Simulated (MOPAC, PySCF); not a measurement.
Bond stretch in SMILES O[SiH3] (H4OSi). The Si1–O5 bond (Si1 also carries H, H, H; O5 carries H) is varied alone, starting from the PBE0/def2-TZVP optimised geometry.

```
6

Si     0.0000     0.0000     0.0000
H      0.0000     1.4237    -0.4059
H      1.2037    -0.6827    -0.5495
H     -1.2037    -0.6826    -0.5496
O      0.0000     0.0000     1.6480
H     -0.0014    -0.8466     2.0954
```

UMP2 = MP2 on UHF/cc-pVDZ, 6 core orbitals frozen (PySCF); RKS-TPSSh = restricted TPSSh/cc-pVDZ (PySCF); UKS-TPSSh = unrestricted TPSSh/cc-pVDZ (PySCF); PM7, restricted, heats of formation (MOPAC).

Energies are in kcal/mol, each relative to the lowest point of its own curve near equilibrium.

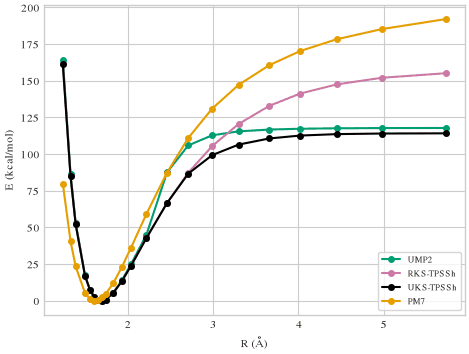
Energy against bond length for each method.

```
R / Å   UMP2  RKS-TPSSh  UKS-TPSSh    PM7
-----  -----  ---------  ---------  -----
1.24   164.3      161.1      161.1   79.6
1.33    86.7       85.0       85.0   40.7
1.39    53.2       52.2       52.2   23.4
1.50    17.2       16.9       16.9    5.3
1.56     7.2        7.1        7.1    1.1
1.61     2.4        2.4        2.4    0.0
1.65     0.5        0.5        0.5    0.4
1.70     0.0        0.0        0.0    2.3
1.74     0.8        0.7        0.7    4.4
1.83     5.5        5.2        5.2   11.9
1.93    13.8       13.2       13.2   22.8
2.04    25.1       24.0       24.0   36.3
2.22    45.0       42.8       42.8   59.2
2.46    87.5       66.6       66.6   87.3
2.71   105.9       87.3       86.7  111.0
2.99   112.8      105.5       99.3  131.0
3.30   115.5      120.5      106.5  147.2
3.66   116.7      132.9      110.7  160.7
4.02   117.3      141.3      112.6  170.3
4.45   117.6      147.5      113.6  178.3
4.98   117.8      152.1      114.0  185.3
5.73   117.8      155.2      114.2  192.1
```

At the longest distance, 5.73 Å, PM7 lies highest above its minimum (192.1 kcal/mol) and UKS-TPSSh lowest (114.2 kcal/mol).

The unrestricted determinant behind UMP2 is spin-contaminated at 2.46 to 5.73 Å (<S²> up to 1.0, against 0.00 for a pure singlet). At the longest distance RKS-TPSSh leaves fractional charges on the fragments, a sign of delocalisation error or of the restricted form. The restricted form behind RKS-TPSSh, PM7 keeps the bonding electrons paired and can't separate into open-shell fragments. The unrestricted determinant behind UKS-TPSSh is spin-contaminated at 2.71 to 5.73 Å (<S²> up to 1.0, against 0.00 for a pure singlet).
